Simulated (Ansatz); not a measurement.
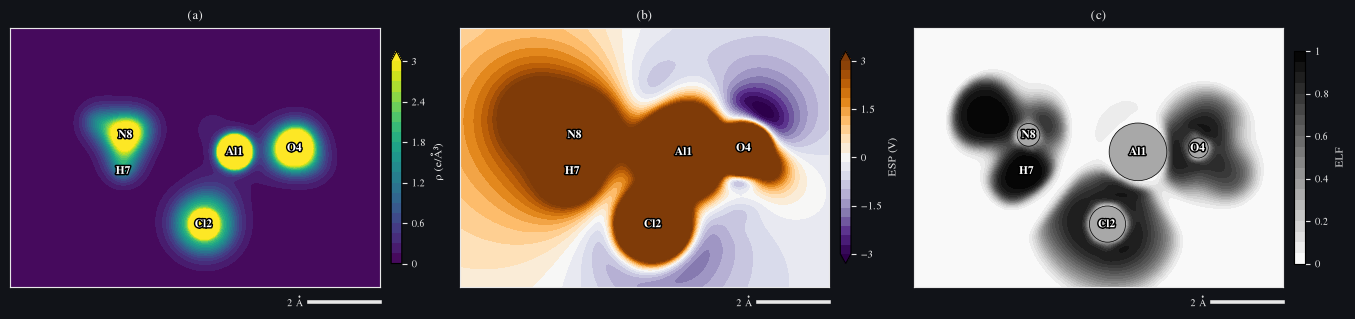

Figure 1: AlClFH2O2···NH4. (a) total electron density; (b) molecular electrostatic potential; (c) electron localisation function on the plane of atoms Cl2, Al1 and O4. Grey discs cover the atomic cores in the ELF map.

Method: RHF/def2-SVP in Ansatz.

```tsv
atom	x (Å)	y (Å)	z (Å)
Al	-0.9874	-0.6654	-0.2091
Cl	-0.4929	0.0955	-2.2173
O	0.5742	-1.1102	0.4997
O	-2.1611	-1.8880	-0.1272
H	0.3965	1.6434	0.6467
F	-1.2602	0.8041	0.6301
H	1.3053	1.4888	-0.7068
N	1.3195	1.3734	0.3001
H	0.8475	-2.0089	0.5777
H	-2.9631	-1.9683	-0.6102
H	2.0666	1.8950	0.7277
H	1.3553	0.3404	0.4887
```

Q: What does the map show?

A: The plane passes through Al, Cl, O, H and N nuclei.
Al–O (1.70 Å): ρ at the midpoint is about 0.85 e/Å³; the ELF peaks at about 0.90 in the valence shell of O, 0.6 Å from its nucleus, and is about 0.45 at the midpoint.
Al–Cl (2.20 Å): ρ is about 0.59 e/Å³ halfway; the ELF peaks at about 0.90 in the valence shell of Cl, 0.9 Å from its nucleus, and is about 0.85 at the midpoint.
N–H (1.01 Å): the density is about 3 e/Å³ at the midpoint; the ELF climbs to about 1 towards the hydrogen, as it does in any bond to H; an ordinary covalent bond to hydrogen.
The ELF also peaks beside Cl2 and O4, away from the bonds: lone-pair regions.
Outside the dense part of the complex the potential is most negative (−3.3 V) near O4.
